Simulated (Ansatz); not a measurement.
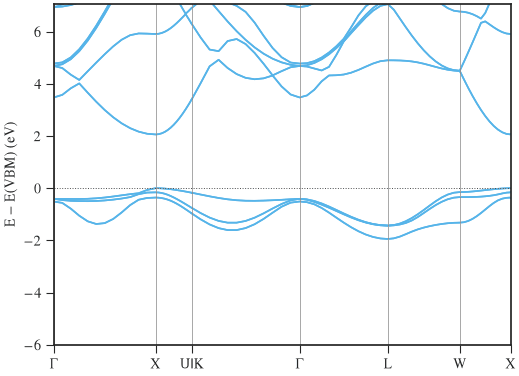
Figure: Band structure from PBE with spin–orbit coupling in the plane-wave PAW code Ansatz

Question: Read off the gap and where the band edges lie.

Answer: About 2.1 eV (2.06 eV by a search for the band edges); maximum at X, minimum at X.

The material is BaO (rock salt, Fm-3m).

Symmetry was held in the PBE relaxation; phonons on a q-mesh show no instability.

Potentials: the later of the program's two PAW sets.
